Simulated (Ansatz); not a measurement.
Si2H5O and related structures: several calculations on one system

## 1. Relaxation

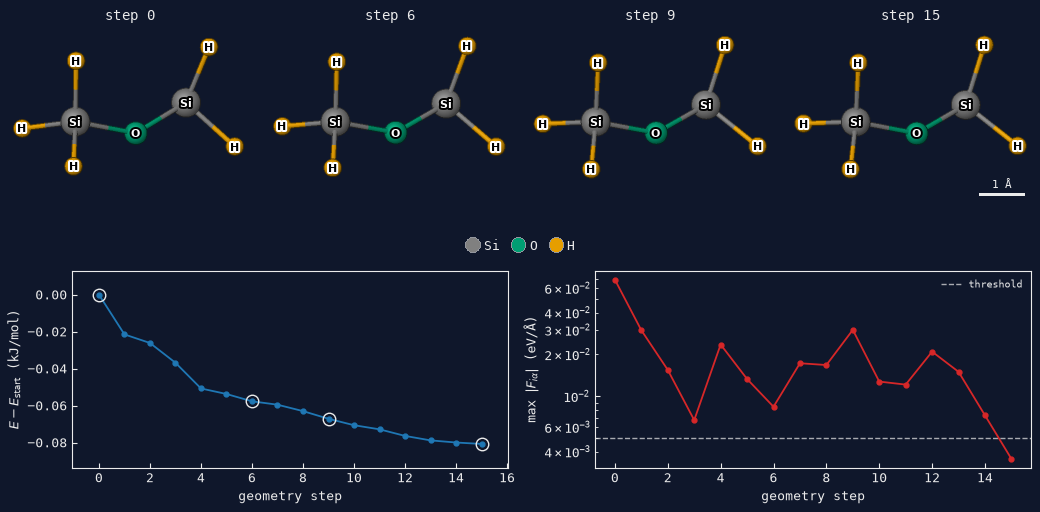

Frames of a relaxation of Si2H5O (multiplicity 2), marked on the history of the run. A ball-and-stick model, seen at a tilt.

It is one of the separated products of a reaction.

Level of theory: UKS PBE0-D4/def2-TZVP in Ansatz.

Input
```yaml
crystal:
  periodic: [false, false, false]
  atoms:
    - {symbol: Si, position_ang: [1.226731, -0.773252, 1.238267]}
    - {symbol: O, position_ang: [0.009323, 0.258421, 1.599012]}
    - {symbol: Si, position_ang: [-0.829925, 1.576484, 1.103264]}
    - {symbol: H, position_ang: [2.450193, -0.009769, 0.850725]}
    - {symbol: H, position_ang: [1.487171, -1.610232, 2.442495]}
    - {symbol: H, position_ang: [-1.954535, 1.158834, 0.228492]}
    - {symbol: H, position_ang: [-1.363424, 2.258085, 2.307416]}
    - {symbol: H, position_ang: [0.059226, 2.502133, 0.353863]}
basis:
  gaussian: {orbitals: def2-TZVP}
magnetization: {spin_polarized: true, initial_magnetization: 1}
hamiltonian: {xc: pbe0, dispersion: d4}
relax: {f_tol: 0.005, max_steps: 200}
```

Run as
```bash
ansatz run in.yaml --threads 4 --pin off --events-out ev --progress --plain --max-ram 46080MiB --backend cpu
```

Question: What happens along the run?

Answer: H4 moves most after the best rigid fit: 0.20 Å. By element the largest moves are H 0.20 Å, Si 0.06 Å, O 0.04 Å. The energy falls by 0.08 kJ/mol in 15 geometry steps. Largest force component: 0.069 eV/Å at the start, 0.0035 eV/Å at the end. The run took about 80 core-seconds on a shared host. From step 0 to 6: H4 moves most (0.09 Å), energy −0.06 kJ/mol. From step 6 to 9: H4 moves most (0.10 Å), energy −0.01 kJ/mol. From step 9 to 15: O2 moves most (0.03 Å), energy −0.01 kJ/mol.

```json
{"step": "0", "E − E(0), kJ/mol": "0.00", "largest force component, eV/Å": "0.0689"}
{"step": "1", "E − E(0), kJ/mol": "-0.02", "largest force component, eV/Å": "0.0298"}
{"step": "2", "E − E(0), kJ/mol": "-0.03", "largest force component, eV/Å": "0.0155"}
{"step": "3", "E − E(0), kJ/mol": "-0.04", "largest force component, eV/Å": "0.0067"}
{"step": "4", "E − E(0), kJ/mol": "-0.05", "largest force component, eV/Å": "0.0236"}
{"step": "5", "E − E(0), kJ/mol": "-0.05", "largest force component, eV/Å": "0.0133"}
{"step": "6", "E − E(0), kJ/mol": "-0.06", "largest force component, eV/Å": "0.0084"}
{"step": "7", "E − E(0), kJ/mol": "-0.06", "largest force component, eV/Å": "0.0173"}
{"step": "8", "E − E(0), kJ/mol": "-0.06", "largest force component, eV/Å": "0.0168"}
{"step": "9", "E − E(0), kJ/mol": "-0.07", "largest force component, eV/Å": "0.0300"}
{"step": "10", "E − E(0), kJ/mol": "-0.07", "largest force component, eV/Å": "0.0128"}
{"step": "11", "E − E(0), kJ/mol": "-0.07", "largest force component, eV/Å": "0.0121"}
{"step": "12", "E − E(0), kJ/mol": "-0.08", "largest force component, eV/Å": "0.0209"}
{"step": "13", "E − E(0), kJ/mol": "-0.08", "largest force component, eV/Å": "0.0150"}
{"step": "14", "E − E(0), kJ/mol": "-0.08", "largest force component, eV/Å": "0.0073"}
{"step": "15", "E − E(0), kJ/mol": "-0.08", "largest force component, eV/Å": "0.0035"}
```

## 2. Relaxation

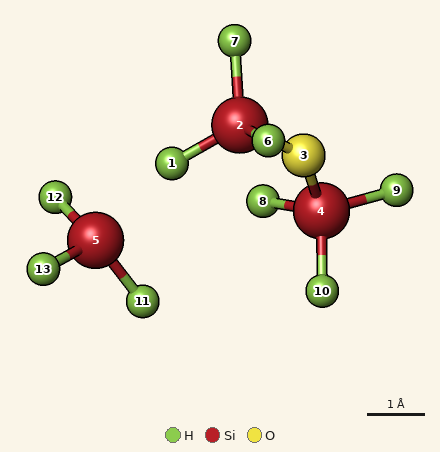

This is the input geometry for a relaxation of Si₃H₉O (multiplicity 2) (started from a transition state, displaced along its imaginary mode). Style: ball-and-stick. Shown from a free direction.

Level of theory: Ansatz 0.2.0, UKS PBE0-D4/def2-TZVP.

Input file:
```yaml
crystal:
  periodic: [false, false, false]
  atoms:
    - {symbol: H, position_ang: [0.875908, -1.058142, -0.180569]}
    - {symbol: Si, position_ang: [1.303044, -0.573062, 1.076082]}
    - {symbol: O, position_ang: [0.342749, 0.702266, 1.447280]}
    - {symbol: Si, position_ang: [-0.914584, 1.641904, 0.982614]}
    - {symbol: Si, position_ang: [-0.237889, -1.192464, -2.008148]}
    - {symbol: H, position_ang: [2.722234, -0.091073, 1.068700]}
    - {symbol: H, position_ang: [1.183041, -1.575797, 2.187020]}
    - {symbol: H, position_ang: [-2.058567, 0.794922, 0.552347]}
    - {symbol: H, position_ang: [-1.320855, 2.474763, 2.140854]}
    - {symbol: H, position_ang: [-0.510280, 2.519970, -0.145695]}
    - {symbol: H, position_ang: [-0.751319, 0.169536, -2.281018]}
    - {symbol: H, position_ang: [-1.334688, -2.162841, -1.776448]}
    - {symbol: H, position_ang: [0.701106, -1.649983, -3.063120]}
basis:
  gaussian: {orbitals: def2-TZVP}
magnetization: {spin_polarized: true, initial_magnetization: 1}
hamiltonian: {xc: pbe0, dispersion: d4}
relax: {f_tol: 0.005, max_steps: 200}
```

Run as
```bash
ansatz run in.yaml --threads 4 --pin off --events-out ev --progress --plain --max-ram 46080MiB --backend cuda --devices 0, --max-vram 37GiB
```

Q: Where does the relaxation end?

A: The energy falls by 9.62 kcal/mol in 27 accepted moves (28 points after the start). The largest force component goes from 2.6 to 0.0022 eV/Å. The line search rejected the trial step at point 24 of the run. H1 moves most after the best rigid fit: 1.25 Å. Largest moves by element: H 1.25 Å, Si 0.51 Å, O 0.41 Å. Near-neighbour distances that change, for instance: H1–Si5 2.144 → 3.156 Å, H1–Si2 1.413 → 1.488 Å, Si2–H7 1.501 → 1.484 Å, Si2–H6 1.499 → 1.487 Å. Bond angles that change, for instance: H1–Si2–H7 113.9° → 109.1°, H1–Si2–H6 113.1° → 109.0°, H1–Si2–O3 106.9° → 110.7°. Groups turn about Si2–O3 by about 75°, O3–Si4 by about 25°. The run took about 40 s of wall time on a shared GPU.

The structure at the end:

```xyz
13

H     0.7175   -1.9609    0.6678
Si    1.2945   -0.7133    1.2378
O     0.1162    0.3738    1.5604
Si   -0.9086    1.4525    0.8817
Si   -0.3560   -0.6917   -2.0149
H     2.2793   -0.1520    0.2756
H     1.9741   -1.0323    2.5175
H    -2.0446    0.7550    0.2206
H    -1.4340    2.3172    1.9668
H    -0.2021    2.2880   -0.1250
H    -0.8971    0.3860   -2.8825
H    -1.3922   -1.7057   -1.6953
H     0.8529   -1.3167   -2.6106
```

After the run, drawn alike:

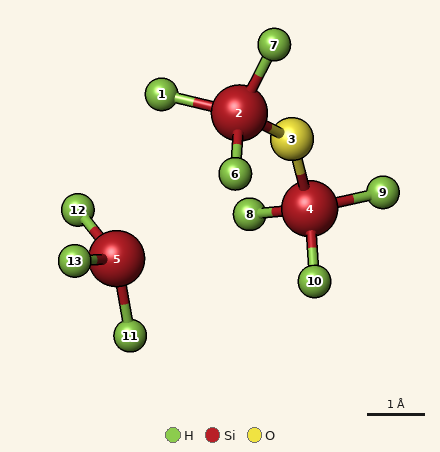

## 3. Reaction

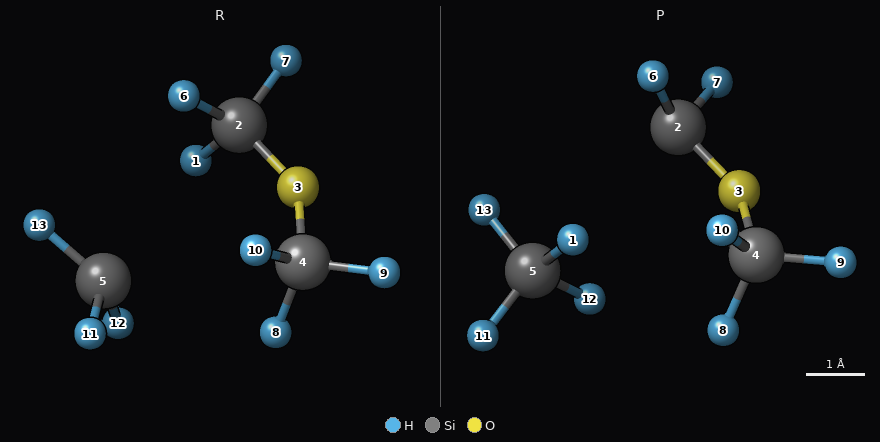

Reactant (R) and product (P) of one elementary step of Si3H9O (multiplicity 2). A ball-and-stick model, seen at a tilt.

Stationary points at PBE0-D4/def2-TZVP, single-point energies with CCSD(T)/CBS, CCSD(T), B2PLYP, B97M-V (def2-TZVPP where no basis is named; Ansatz 0.2.0). The energies are electronic, without zero-point or thermal terms, and both ends are the minima reached downhill from the saddle, with any fragments still in contact. CCSD(T)/CBS stands for a frozen-core estimate: MP2 correlation extrapolated from def2-TZVPP and def2-QZVPP, CCSD(T) minus MP2 from the smaller set.

Predict the saddle point between them and the barrier.

Counted by bonded pieces, R holds SiH₃ + Si₂H₆O and P holds SiH₄ + Si₂H₅O. From R over the saddle to P, a bond forms: H1–Si5 (3.16 → 1.77 → 1.49 Å). A bond breaks: H1–Si2 (1.49 → 1.78 → 3.09 Å). The saddle has one imaginary mode, 1049i cm⁻¹. With CCSD(T)/CBS the barrier is 54.9 kJ/mol from R and 49.0 kJ/mol from P, and P lies 5.9 kJ/mol above R.

```tsv
level	barrier from R (kJ/mol)	barrier from P (kJ/mol)	P less R (kJ/mol)
CCSD(T)/CBS	54.9	49.0	5.9
CCSD(T)	56.9	51.2	5.7
B2PLYP	46.6	43.9	2.7
B97M-V	26.4	21.9	4.5
```

Against CCSD(T)/CBS, CCSD(T) comes closest on the barrier from R (+2.0 kJ/mol) and B97M-V misses most (−28.5 kJ/mol).

The saddle point in the same view, with dashed sticks for the bonds that form or break:

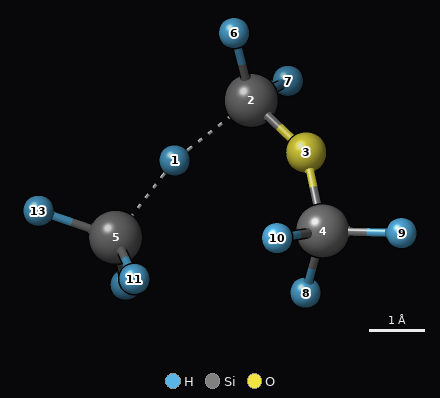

Limits of the set-up: the start holds two separate molecules, 3.2 Å apart at their closest, whose relative position is a soft coordinate.
